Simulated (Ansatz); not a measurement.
**GeH3O (SMILES [O][GeH3]): levels of theory compared**

Aim: a comparison of 6 runs (U-revPBE/STO-3G, UB3LYP/STO-3G, UHSE06/STO-3G, UPBE/STO-3G, UCCSDT(Q)/STO-3G, UCCSDT/STO-3G) of GeH3O. 

Program for the calculation: Ansatz 0.2.0.

80 further runs of the same task are left out: 25 that didn't finish, 55 set aside as unsound or not needed.

## (1) The structure to begin with

The species is GeH3O (5 atoms), meant as a doublet with charge 0. As SMILES, `[O][GeH3]`. The Ge2–O1 distance was set to 2.692 Å, away from the relaxed value. At this shape a bond of the SMILES string is far longer than usual.

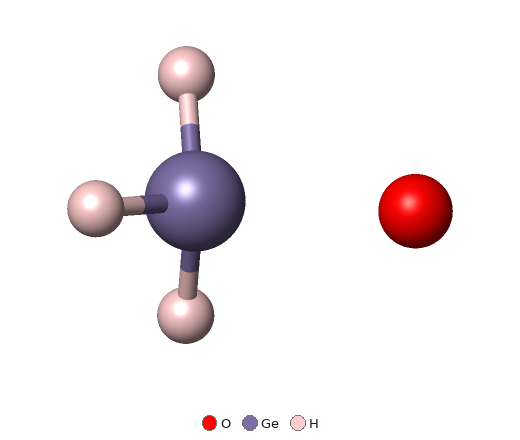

The structure, seen from a chosen angle (oxygen red, germanium purple, hydrogen pink).

## (2) A single-point energy at U-revPBE/STO-3G (run 1)

The input, input.yaml:

```yaml
crystal:
  periodic: [false, false, false]
  atoms:
    - {symbol: O, position_ang: [-2.202024, 0.656057, 1.194413]}
    - {symbol: Ge, position_ang: [0.072300, -0.056300, -0.056900]}
    - {symbol: H, position_ang: [-0.162200, -0.091200, -1.574700]}
    - {symbol: H, position_ang: [0.548000, -1.418100, 0.471500]}
    - {symbol: H, position_ang: [1.035700, 1.073400, 0.341400]}
basis:
  gaussian:
    orbitals: STO-3G
magnetization:
  spin_polarized: true
  initial_magnetization: 1
hamiltonian:
  xc: {name: revPBE}
accuracy: high
```

Started as:

```console
ansatz run input.yaml --threads 1 --pin off --max-ram 2610MiB --events-out events.jsonl --progress --plain --runs-dir runs
```

Output:

```text
Warning: RAYON_NUM_THREADS=1 ignored (pool sized by the plan → 1); use --threads N
Functional definition: revPBE
  name "revPBE"
  parameter kappa = 1.245
  parameter beta = 0.06672455060314922
  exchange = pbe_x(kappa = kappa, mu = beta*pi^2/3)
  correlation = pbe_c(beta = beta)
364 factors; integrals over basis functions are off by at most 1.9e-8 eV
mean field evaluation 1: about -57651.8661 eV, gradient 2.3e2 eV
mean field evaluation 2: about -57464.1405 eV, gradient 3.0e1 eV
mean field evaluation 4: about -56917.9627 eV, gradient 1.8e2 eV
mean field evaluation 8: about -57920.0191 eV, gradient 1.6e1 eV
mean field evaluation 16: about -57923.6170 eV, gradient 7.9e-2 eV
mean field evaluation 32: about -57923.6191 eV, gradient 5.7e-3 eV
mean field evaluation 64: about -57923.6181 eV, gradient 4.9e-3 eV
mean field evaluation 96: about -57923.2173 eV, gradient 3.2e0 eV
mean field evaluation 128: about -57923.6191 eV, gradient 1.2e-2 eV
mean field -57923.61915150 eV, -2128.6537417784 hartree, gradient 1.6e-8 eV, S^2 0.993001; 8 other end points of the search recorded, 0 dependent functions left out
reference -57923.61915356 eV, -2128.6537418540 hartree; 22, 21 occupied and 4, 5 virtual orbitals, 364 factors
Total energy: -57923.61915356 eV, -2128.6537418540 hartree
```

Run time: 41 s. Hardware: 1 thread of Arm Neoverse V1, shared host; peak memory 0.13 GiB.

## (3) A single-point energy at UB3LYP/STO-3G (run 2)

The input, job.yaml:

```yaml
crystal:
  periodic: [false, false, false]
  atoms:
    - {symbol: O, position_ang: [-2.202024, 0.656057, 1.194413]}
    - {symbol: Ge, position_ang: [0.072300, -0.056300, -0.056900]}
    - {symbol: H, position_ang: [-0.162200, -0.091200, -1.574700]}
    - {symbol: H, position_ang: [0.548000, -1.418100, 0.471500]}
    - {symbol: H, position_ang: [1.035700, 1.073400, 0.341400]}
basis:
  gaussian:
    orbitals: STO-3G
magnetization:
  spin_polarized: true
  initial_magnetization: 1
hamiltonian:
  xc: {name: B3LYP}
accuracy: high
```

Started as:

```console
ansatz run job.yaml --threads 1 --pin off --max-ram 2610MiB --events-out events.jsonl --progress --plain --runs-dir runs
```

Output:

```text
Warning: RAYON_NUM_THREADS=1 ignored (pool sized by the plan → 1); use --threads N
Functional definition: B3LYP
  name "B3LYP"
  parameter a0 = 0.2
  parameter ax = 0.72
  parameter ac = 0.81
  exchange = (1 - a0 - ax)*slater_x + ax*b88_x + a0*exact_x
  correlation = (1 - ac)*vwn_rpa_c + ac*lyp_c
364 factors; integrals over basis functions are off by at most 1.9e-8 eV
mean field evaluation 1: about -57755.2862 eV, gradient 1.1e2 eV
mean field evaluation 2: about -57468.1637 eV, gradient 3.2e1 eV
mean field evaluation 4: about -57738.3430 eV, gradient 1.3e2 eV
mean field evaluation 8: about -57924.6084 eV, gradient 1.5e1 eV
mean field evaluation 16: about -57928.6941 eV, gradient 7.1e-3 eV
mean field evaluation 32: about -57928.6940 eV, gradient 5.4e-3 eV
mean field -57928.69422210 eV, -2128.8402471829 hartree, gradient 1.0e-8 eV, S^2 1.210877; 5 other end points of the search recorded, 0 dependent functions left out
reference -57928.69424767 eV, -2128.8402481226 hartree; 22, 21 occupied and 4, 5 virtual orbitals, 364 factors
Total energy: -57928.69424767 eV, -2128.8402481226 hartree
```

Run time: 13 s. Hardware: 1 thread of Arm Neoverse V1, shared host; peak memory 0.14 GiB.

Runs 3 to 5 aren't shown in full; the table further down has their settings and results.

## (4) The energy at UCCSDT/STO-3G (run 6)

Changes to job.yaml since step 3:

```diff
@@ -14,4 +14,7 @@
   initial_magnetization: 1
-hamiltonian:
-  xc: {name: B3LYP}
+correlation:
+  method: ccsdt
+  frozen_orbitals: {Ge: 9, H: 0, O: 1}
 accuracy: high
+scf:
+  omitted_lower_state_checks: [cluster_reference, increment]
```

Started as:

```console
ansatz run job.yaml --threads 1 --pin off --max-ram 2610MiB --events-out events.jsonl --progress --plain --runs-dir runs
```

Output:

```text
Warning: RAYON_NUM_THREADS=1 ignored (pool sized by the plan → 1); use --threads N
[... 19 lines left out ...]
10 core orbitals not correlated: weight in the atoms' cores, before any rotation towards them, 1.000 or more for the frozen orbitals, at most 0.000 for the correlated occupied ones
[... 70 lines left out ...]
Total energy: -57887.30556686 eV, -2127.3192421571 hartree
Checks for a lower state left out: cluster_reference, increment
```

It took 5.1 s on 1 thread of Arm Neoverse V1, shared host; peak memory 0.11 GiB.

## (5) The series

```csv
run,level,frozen core orbitals,energy (Eh),⟨S²⟩,wall time
1,U-revPBE/STO-3G,–,-2128.653742,0.993,41 s
2,UB3LYP/STO-3G,–,-2128.840248,1.211,13 s
3,UHSE06/STO-3G,–,-2128.560247,1.295,25 s
4,UPBE/STO-3G,–,-2128.380887,0.980,44 s
5,UCCSDT(Q)/STO-3G,10,-2127.319328,1.626,6 s
6,UCCSDT/STO-3G,10,-2127.319242,1.626,5.1 s
```

## (6) Results

```
                                           quantity           value
                                run 6: total energy  -2127.31924 Eh
run 6: correlation energy (10 core orbitals frozen)       -67.1 mEh
           run 6: ⟨S²⟩ of the reference determinant           1.626
                               run 6: T1 diagnostic           0.038
```

What this shows: Totals of different functionals can't be ranked against each other. In runs 1, 2, 3, 4, 5, 6 the basis is minimal, so the values are rough. Spin contamination of the reference: run 5 ⟨S²⟩ = 1.63, run 6 ⟨S²⟩ = 1.63, run 3 ⟨S²⟩ = 1.29, run 2 ⟨S²⟩ = 1.21, run 1 ⟨S²⟩ = 0.99, run 4 ⟨S²⟩ = 0.98. Where it is this large, the reference is a mixture of spin states, and values that rest on it are in doubt. All runs together took 2.2 min, the longest 44 s.
